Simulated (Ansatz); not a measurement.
# SnNH4F (SMILES [NH2][SnH2][F]) at B2PLYP/def2-SVP (core potential)

What is the vertical ionisation energy of SnNH4F at B2PLYP/def2-SVP (core potential)? 

The calculation is run with Ansatz 0.2.0.

59 further runs of the same task are left out: 1 that didn't finish, 58 set aside as unsound or not needed.

**1. The molecule**

SnNH4F has 7 atoms, charge 0, and is taken as a singlet. SMILES: `[NH2][SnH2][F]`. The coordinates come from a PBE0-D4/def2-TZVP relaxation. This is one conformer, not always the lowest.

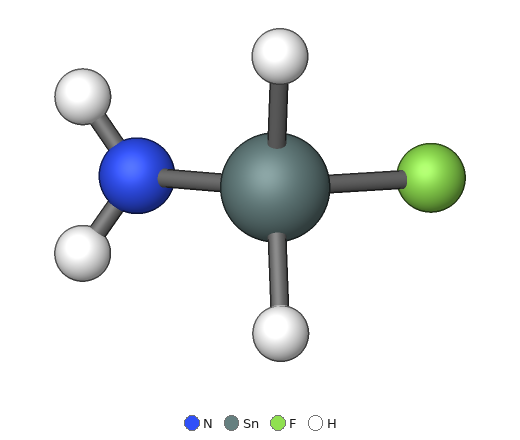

Viewed from a chosen angle; nitrogen blue, tin teal, fluorine green, hydrogen white.

**2. A single-point energy at B2PLYP/def2-SVP (core potential)**

Input file in.yaml:

```yaml
basis:
  gaussian: {orbitals: def2-SVP}
crystal:
  periodic: [false, false, false]
  atoms:
    - symbol: N
      position_ang: [-0.824600, 0.088300, -0.943000]
    - symbol: Sn
      position_ang: [0.497700, -0.065100, 0.542900]
    - symbol: F
      position_ang: [0.233900, -1.827500, 1.272400]
    - symbol: H
      position_ang: [-1.584200, 0.741400, -0.829600]
    - symbol: H
      position_ang: [-0.469500, 0.125500, -1.885700]
    - symbol: H
      position_ang: [0.113100, 0.971100, 1.833800]
    - symbol: H
      position_ang: [2.094900, -0.101800, -0.036600]
total_charge: 0
hamiltonian: {xc: {name: B2PLYP}}
correlation: {frozen_orbitals: {F: 1, H: 0, "N": 1, Sn: 4}}
accuracy: high
output: {orbitals: {seedname: orbitals}}
```

On the command line:

```console
$ ansatz run in.yaml --threads 1 --pin off --max-ram 3480MiB --events-out events.jsonl --progress --plain --runs-dir runs
```

The program printed:

```text
Warning: RAYON_NUM_THREADS=1 ignored (pool sized by the plan → 1); use --threads N
Functional definition: B2PLYP
  name "B2PLYP"
  parameter a = 0.53
  parameter c = 0.27
  exchange = (1 - a)*b88_x + a*exact_x
  correlation = (1 - c)*lyp_c + c*(mp2_os + mp2_ss)
1764 factors; integrals over basis functions are off by at most 2.9e-9 eV
mean field evaluation 1: about -10079.1983 eV, gradient 5.3e1 eV
mean field evaluation 2: about -10079.3928 eV, gradient 5.3e1 eV
mean field evaluation 4: about -10084.8045 eV, gradient 2.0e0 eV
mean field evaluation 8: about -10084.8355 eV, gradient 3.7e-1 eV
mean field evaluation 16: about -10084.8358 eV, gradient 1.0e-4 eV
mean field -10084.83581591 eV, -370.6108804873 hartree, gradient 5.9e-8 eV, S^2 0.000000; 0 other end points of the search recorded, 0 dependent functions left out
6 core orbitals not correlated: weight in the atoms' cores, before any rotation towards them, 1.000 or more for the frozen orbitals, at most 0.000 for the correlated occupied ones
reference -10084.83584120 eV, -370.6108814169 hartree; 15, 15 occupied and 53, 53 virtual orbitals, 1764 factors
second order -15.95217778 eV of doubles, -0.00000000 eV of singles
Total energy: -10089.14292920 eV, -370.7691639815 hartree
```

Run time: 7.2 s. Hardware: 1 thread of Intel Xeon Platinum 8488C (Sapphire Rapids), shared host; peak memory 0.25 GiB.

**3. The doublet cation**

Input file job.yaml:

```yaml
basis:
  gaussian: {orbitals: def2-SVP}
crystal:
  periodic: [false, false, false]
  atoms:
    - {symbol: N, position_ang: [-0.824600, 0.088300, -0.943000]}
    - {symbol: Sn, position_ang: [0.497700, -0.065100, 0.542900]}
    - {symbol: F, position_ang: [0.233900, -1.827500, 1.272400]}
    - {symbol: H, position_ang: [-1.584200, 0.741400, -0.829600]}
    - {symbol: H, position_ang: [-0.469500, 0.125500, -1.885700]}
    - {symbol: H, position_ang: [0.113100, 0.971100, 1.833800]}
    - {symbol: H, position_ang: [2.094900, -0.101800, -0.036600]}
magnetization: {spin_polarized: true, initial_magnetization: 1}
total_charge: 1
hamiltonian: {xc: {name: B2PLYP}}
correlation: {frozen_orbitals: {F: 1, H: 0, "N": 1, Sn: 4}}
output: {orbitals: {seedname: orbitals}}
accuracy: high
```

On the command line:

```console
$ ansatz run job.yaml --threads 1 --pin off --max-ram 3480MiB --events-out events.jsonl --progress --plain --runs-dir runs
```

The program printed, cut to the lines that bear on the results:

```text
Warning: RAYON_NUM_THREADS=1 ignored (pool sized by the plan → 1); use --threads N
[... 2 set-up lines as earlier in the session ...]
[...]
1765 factors; integrals over basis functions are off by at most 2.9e-9 eV
[...]
mean field -10075.41529757 eV, -370.2646828238 hartree, gradient 9.1e-8 eV, S^2 0.755435; 2 other end points of the search recorded, 0 dependent functions left out
6 core orbitals not correlated: weight in the atoms' cores, before any rotation towards them, 1.000 or more for the frozen orbitals, at most 0.000 for the correlated occupied ones
reference -10075.41532213 eV, -370.2646837266 hartree; 15, 14 occupied and 53, 54 virtual orbitals, 1765 factors
second order -14.55300243 eV of doubles, -0.00000000 eV of singles
Total energy: -10079.34463279 eV, -370.4090832298 hartree
```

Run time: 17 s. Hardware: 1 thread of Intel Xeon Platinum 8488C (Sapphire Rapids), shared host; peak memory 0.46 GiB.

**4. What came out**

Level: B2PLYP/def2-SVP (core potential), 6 core orbitals frozen.

| quantity | value |
| --- | --- |
| singlet SnNH4F: total energy | -370.76916 Eh |
| singlet SnNH4F: HOMO energy (SCF part's orbitals) | -8.77 eV |
| singlet SnNH4F: LUMO energy (SCF part's orbitals) | 1.27 eV |
| singlet SnNH4F: HOMO–LUMO gap (SCF part's orbitals) | 10.05 eV |
| doublet cation: total energy | -370.40908 Eh |
| doublet cation: HOMO energy (SCF part's orbitals) (highest over α and β) | -15.84 eV |
| doublet cation: LUMO energy (SCF part's orbitals) (lowest over α and β) | -10.23 eV |
| doublet cation: ⟨S²⟩ | 0.755 |
| vertical ionisation energy (to the doublet cation) | 9.798 eV |

**Reading.** Removing an electron at fixed nuclei costs 9.80 eV (945 kJ/mol). −ε(HOMO) before ionisation, 8.77 eV, is 1.03 eV below this ionisation energy.
